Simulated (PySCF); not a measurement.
**C$_{2}$H$_{7}$FSi$_{2}$: density, localisation and related maps**

```xyz
12

F     1.5779   -0.6883    1.8543
Si    1.1819   -0.5946    0.2861
C    -0.6116   -1.1857    0.0119
Si   -1.2165    0.6130   -0.3017
C     0.6187    1.1726   -0.1626
H     2.3018   -1.2329   -0.3823
H    -0.7421   -1.8508   -0.8375
H    -1.0608   -1.6835    0.8673
H    -2.0866    1.1434    0.7486
H    -1.8170    0.8298   -1.6200
H     0.8194    1.9207    0.5998
H     1.0359    1.5556   -1.0898
```

Geometry: GFN2-xTB.

The calculation used PBE0/def2-SVPD, SCF density, gas phase in PySCF 2.14.0.

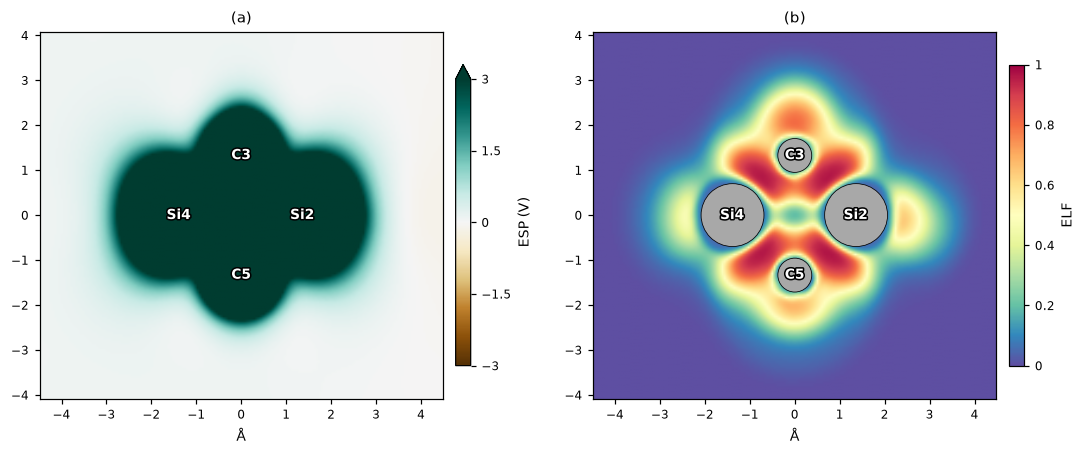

Figure 1. (a) electrostatic potential; (b) ELF on the plane of atoms Si2, C5 and Si4. Grey discs cover the atomic cores in the ELF map.

### What does the map show?

- The section cuts through Si and C sites.
- C–Si (1.91 Å): the ELF peaks at about 0.95 between the atoms, as expected for a shared electron pair.
- The potential has no marked negative region in this plane.

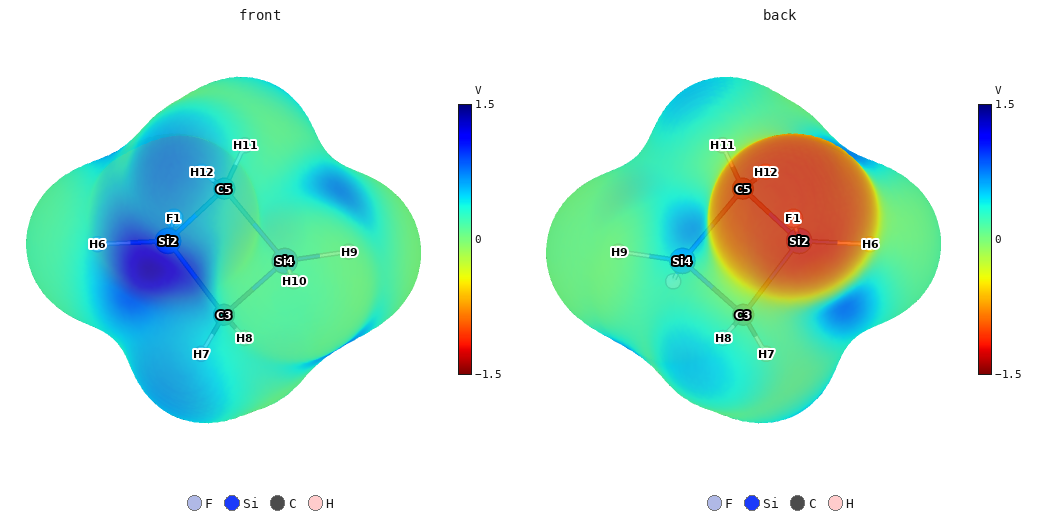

Figure 2. The electrostatic potential painted on the density surface at 0.001 e/bohr³, seen from the front and from behind; the colour scale runs from red (negative) to blue (positive).

### Describe the electrostatic potential map.

The most negative region (about −1.1 V, or −25 kcal/mol for a unit charge) lies over F1, the most positive (about +1.2 V, or +28 kcal/mol for a unit charge) over Si2.

### What dipole moment does the calculation give?

Its dipole moment is 1.73 D.
